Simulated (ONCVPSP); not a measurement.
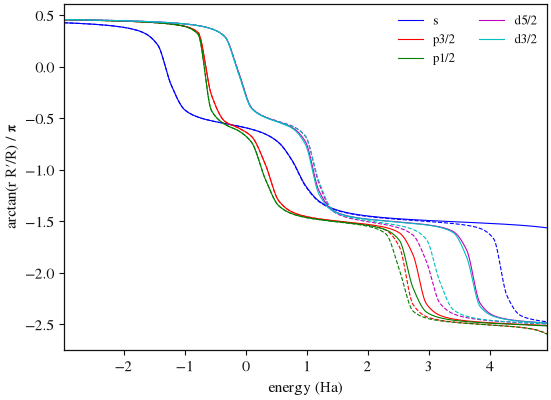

Unwrapped phase arctan(r R′/R) in units of π against energy, all-electron (solid) and pseudo (dashed); the pseudo phase is matched to the all-electron one at the reference energy. Here R(r) is the radial function. A near-vertical step is a level narrower than the spacing of the points behind the curves.

```json
{
  "Element": "caesium",
  "Generator": "ONCVPSP 4.0.1",
  "Type": "optimised norm-conserving Vanderbilt (ONCV)",
  "Functional": "PBE",
  "Relativity": "fully relativistic",
  "Frozen core": "[Kr] 4d10",
  "Valence charge": "9",
  "Reference configuration": "5s2 5p6 6s0.5 6p0.5",
  "Partial waves": "5s+6s: rc 2.55 bohr, ncon 3, nbas 7, qcut 4.2 1/bohr, 2 projectors; 5p+6p: rc 3.45 bohr, ncon 4, nbas 7, qcut 4.9 1/bohr, 2 projectors; d scattering state at 0.02 Ha: rc 3.45 bohr, ncon 3, nbas 8, qcut 2.4 1/bohr, 1 projector",
  "Local potential": "polynomial inside 2.40 bohr (lpopt 3, dvloc0 1 Ha)",
  "Core correction": "Teter function, fcfact 6, rcfact 1.8"
}
```

In the d channel the program set the typed energies aside and used 0.050 Ha.

> How far from the reference energy is each channel transferable, at a tolerance of 0.05 rad?

s: up to about 3.3 Ha; p3/2: up to about 2.2 Ha; p1/2: up to about 2.1 Ha; d5/2: up to about 0.8 Ha; d3/2: up to about 0.7 Ha.

> Is there a sign of a ghost state?

Going away from the reference energies, the phases part by more than π/2 in: s at about 4.2 Ha (above its reference energy, pseudo phase lower); d5/2 at about 3.0 Ha (above its reference energy, pseudo phase lower); d3/2 at about 3.2 Ha (above its reference energy, pseudo phase lower). Such a step is either a state that only one of the two atoms has or an ordinary level shifted in energy. The separate test gives: no bound ghost flagged; no localised positive-energy state flagged.
